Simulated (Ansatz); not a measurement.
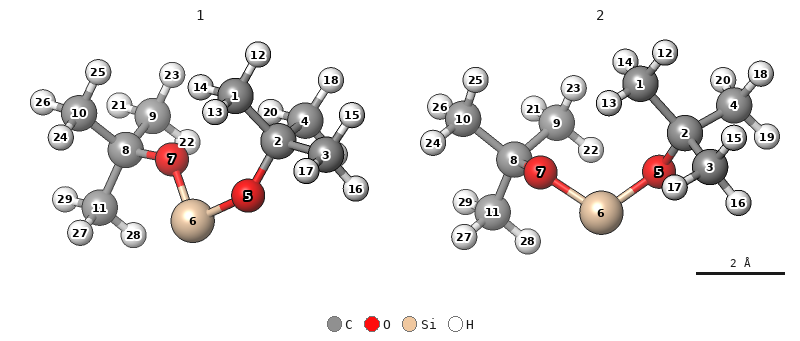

Two geometries of C$_{8}$H$_{18}$O$_{2}$Si (coarse preliminary run), drawn at one scale. One is the start of a relaxation, the other its converged end. A ball-and-stick model, seen at a tilt.

Method: Ansatz 0.2.0, RKS PBE-D4/def2-SVP. (force threshold 0.03 eV/Å; at most 200 steps)

Which of the two is the end point?

Answer. Structure 1 is the relaxed one. The start comes from a force field. Over 19 geometry steps the energy falls by 1.589 eV. The largest force component goes from 4.4 to 0.022 eV/Å. The largest move after the best rigid fit is that of H20, 1.41 Å. Largest moves by element: H 1.41 Å, O 1.34 Å, C 0.78 Å, Si 0.27 Å. Near-neighbour distances that change, for instance: C1–H13 1.008 → 1.109 Å, C2–C4 1.463 → 1.535 Å, C1–C2 1.599 → 1.535 Å, C8–C9 1.581 → 1.534 Å. Among the angles between lasting bonds that change: C2–O5–Si6 124.4° → 138.4°, H19–C4–H20 100.0° → 108.7°, O5–Si6–O7 109.6° → 101.2°. Groups turn about C2–O5 by about 120°, Si6–O7 by about 100°, O5–Si6 by about 80°.
